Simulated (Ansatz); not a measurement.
The starting structures come from a database of crystals and need not be the phases stable at ambient conditions.

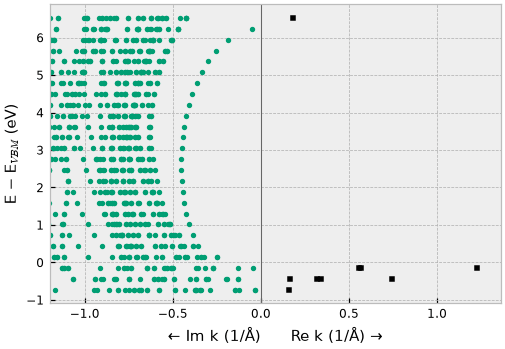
Fig. 1. Complex bands at the centre of the two-dimensional zone; PBEsol (Ansatz, an electronic-structure program)

The gap is the functional's own, uncorrected, and κ follows it; spin-orbit coupling is left out. Mid-gap values are interpolated between the computed energies.

Task: This is BaAlBO3F2 (P-62c, not sure to be the ambient phase, 16 atoms a cell, 12.1 Å³ an atom) along the normal of (110). Read off the slowest decay at the centre of the two-dimensional zone at 3.04 eV, the computed energy nearest the middle of the gap.

Result: κ ≈ 0.45 1/Å, a decay length 1/(2κ) of the density of 1.1 Å.
